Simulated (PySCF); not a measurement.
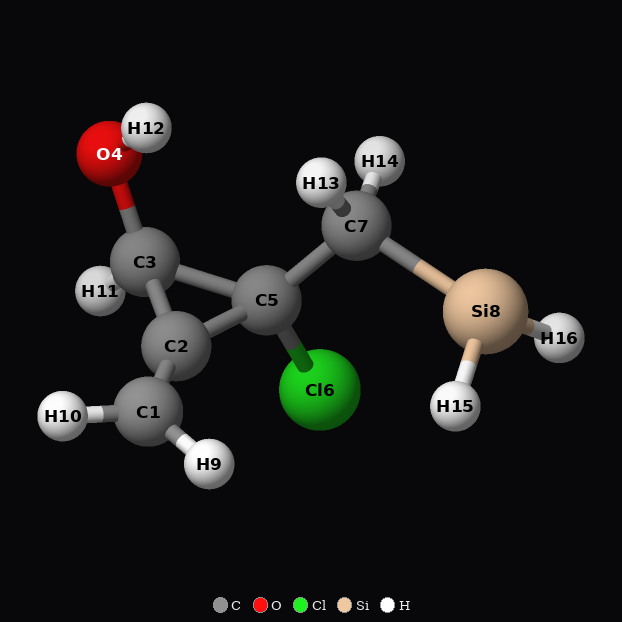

State: neutral, doublet. The geometry was computed by an optimisation with GFN2-xTB. No frequency run is at hand to confirm it as a minimum. Method: UKS B3LYP, pcH-1 on C Cl H O Si, non-relativistic (PySCF 2.14.0). Fermi-contact and spin-dipolar terms alone, no spin-orbit part.

### Which nucleus has the largest dipolar (anisotropic) hyperfine coupling?

29Si at Si8: principal values −181.3, 90.3, 90.9 MHz.

List the isotropic and dipolar parts for the most strongly coupled nuclei, one of each equivalent set.

| atom | isotope | a_iso (MHz) | dipolar part (MHz) |
| --- | --- | --- | --- |
| Si8 | 29Si | −388.7 | −181.3, 90.3, 90.9 |
| H15 | 1H | 23.0 | −10.5, 1.4, 9.1 |
| H16 | 1H | 36.3 | −10.4, 1.6, 8.8 |
| H13 | 1H | 10.4 | −4.3, −2.6, 6.9 |
| H14 | 1H | −1.4 | −3.7, −2.3, 6.0 |
| Cl6 | 35Cl | 10.6 | −2.5, −2.3, 4.8 |
| C7 | 13C | 27.0 | −2.5, −2.0, 4.4 |
| C5 | 13C | 32.0 | −2.3, −2.0, 4.3 |

The geometry is semi-empirical. Around Si such bond lengths and angles can be off by a tenth of an ångström or more and by several degrees, and values that hang on the shape move with them.
